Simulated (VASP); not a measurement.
Band structure of Re (space group Fm-3m). Computed with LDA (Ceperley-Alder, Perdew-Zunger), VASP's LDA PAW potentials (set 64) (plane waves; VASP 6.6.1).

Unless said otherwise, spin-orbit coupling is left out, though it shifts the bands of the heavy elements here.

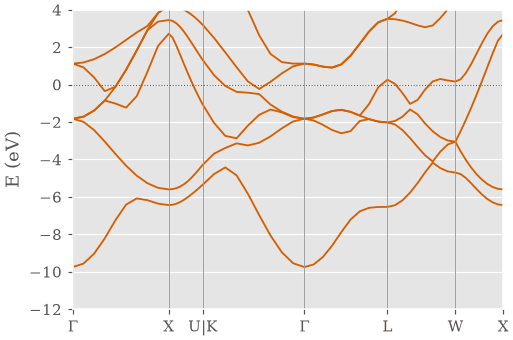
Figure. Bands along high-symmetry lines, zero at the valence-band maximum or, without a gap, the Fermi level

Task: Read the plot: is there a gap, and where are the band edges?

Result: It has no gap at this level: it comes out as a metal or semimetal.

The structure comes from a measured Re entry of the Crystallography Open Database, whose conditions weren't checked. The cell was not relaxed at this level.
